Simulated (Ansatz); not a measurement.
System: H$_{2}$.

The calculation's input:

```
crystal:
  periodic: [false, false, false]
  atoms:
    - {symbol: H, position_ang: [0.087425, -0.028626, -2.626915]}
    - {symbol: H, position_ang: [0.557805, 0.029844, -3.203467]}
basis:
  gaussian: {orbitals: "def2-TZVPPD.json"}
hamiltonian: {xc: pbe0, dispersion: d4}
output: {orbitals: {seedname: orbitals}}
```

Run with:

```sh
ansatz run in.yaml --threads 2 --pin off --events-out ev --progress --plain --max-ram 5222MiB
```

Geometry: PBE0-D4/def2-TZVP.

Theory: RKS PBE0-D4/def2-TZVPPD (Ansatz).

### What can the converged electron density and electron localisation function tell about the bonding?

H–H (0.75 Å): ρ is about 1.8 e/Å³ halfway; the ELF peaks at about 1 between the atoms.

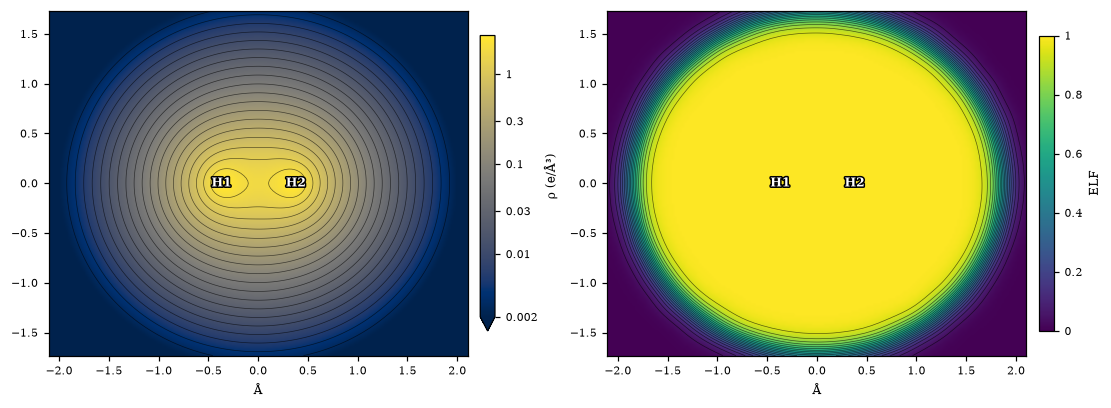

Computed electron density and electron localisation function on a plane that holds the molecular axis, in this order. Grey discs cover the atomic cores in the ELF map. 
